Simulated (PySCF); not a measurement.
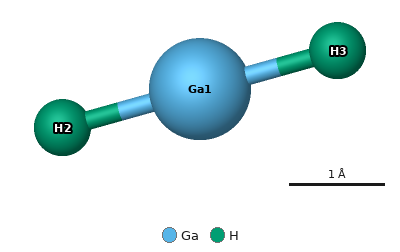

Fig. 1: The input geometry (ball-and-stick view, seen at an oblique angle; atoms are numbered from 1 in the order of the input). Sticks mark near contacts.

# GaH2 (charge +1): frequency calculation

System: GaH2, charge +1.
Method: RKS-based PBE0, Ga def2-TZVP, H def2-TZVP; non-relativistic Hamiltonian; density fitting (PySCF 2.14.0).

### Input file
```python
from pyscf import gto, scf, dft
mol = gto.M(atom='''
Ga     0.000000     0.000000     0.000000
H      0.000000     0.000000     1.527843
H      0.000000     0.000000    -1.527843''',
    basis={'Ga': 'def2-TZVP', 'H': 'def2-TZVP'},
    charge=1, spin=0)
mf = dft.RKS(mol, xc='PBE0')
mf.grids.atom_grid = (75, 302)
aux = {'Ga': 'def2-universal-JKFIT', 'H': 'def2-universal-JKFIT'}
mf = mf.density_fit(auxbasis=aux)
mf.conv_tol = 1e-09
mf.diis_space = 10
mf.max_cycle = 60
mf.verbose = 4
mf.kernel()
```

The script is an equivalent of the set-up of the self-consistent field. The run itself was carried out by a driver, which started from the orbitals of the step before it where there was one and computed the further properties.

Run as:
```bash
OMP_NUM_THREADS=2 python axn.py task.json out
```

### The program's output
```
init E= -1925.47306160042
  HOMO = -0.61066014187961  LUMO = -0.304842625841812  gap/eV = 8.32172
cycle= 1 E= -1925.47306160042  delta_E= 4.09e-12  |g|= 5.81e-07  |ddm|= 3.93e-07
  HOMO = -0.610660130347327  LUMO = -0.304842598882183  gap/eV = 8.32172
Extra cycle  E= -1925.47306160042  delta_E= -6.37e-12  |g|= 7.9e-07  |ddm|= 5.12e-07
converged SCF energy = -1925.47306160042
```

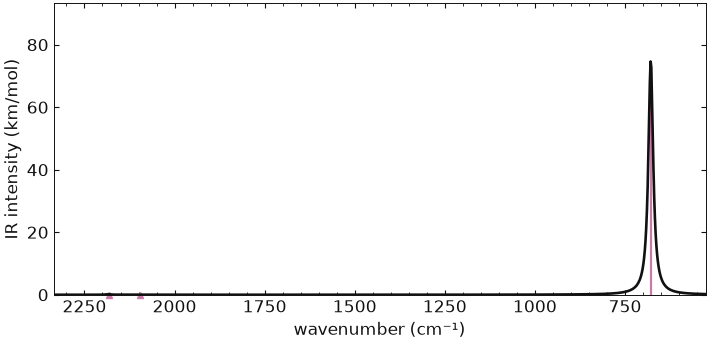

Fig. 2: Harmonic infrared spectrum, unscaled: sticks (degenerate modes added up, dark ones marked on the axis) with a Lorentzian envelope of 16 cm⁻¹ full width, scaled to the tallest stick. 4 modes from 678 to 2183 cm⁻¹, none imaginary. The strongest line is at 678 cm⁻¹ (75 km/mol). All modes, in cm⁻¹ (km/mol): 678 (37), 678 (37), 2095 (0.0), 2183 (0.2).

### Results in brief

| quantity | value |
| --- | --- |
| outcome | converged |
| total energy | −1925.473062 hartree |
| HOMO | −16.62 eV |
| LUMO | −8.30 eV |
| zero-point energy | 0.012839 hartree |
| wavenumbers, lowest and highest | 678 and 2183 cm⁻¹ |
| hardware | 2 threads of Arm Neoverse N1, 16 GiB of memory available, shared host |
| wall time | 5.5 s (CPU time 9.7 s) |
| peak memory | 0.64 GiB |
